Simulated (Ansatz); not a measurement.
The starting structures come from a database of crystals and need not be the phases stable at ambient conditions.

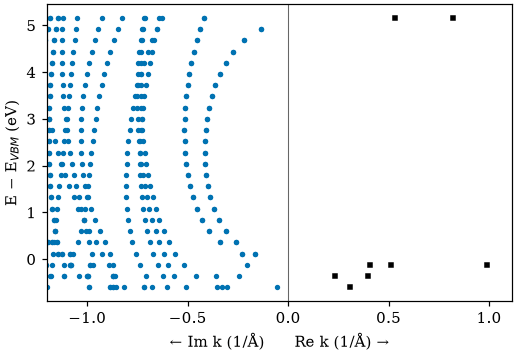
Figure: Complex bands at the centre of the two-dimensional zone; r2SCAN (Ansatz, a first-principles code)

The gap is the functional's own. No spin-orbit coupling. Mid-gap values are interpolated on the energy grid.

**Question.** This is Tl$_{2}$SnF$_{6}$ (P-3m1, not sure to be the ambient phase, 9 atoms a cell, 18.9 Å³ an atom, -4 GPa at this level) along the normal of (110). Read off the slowest decay at the centre of the two-dimensional zone at 2.52 eV, the computed energy nearest the middle of the gap.

**Answer.** κ ≈ 0.42 1/Å, a decay length 1/(2κ) of the density of 1.2 Å.
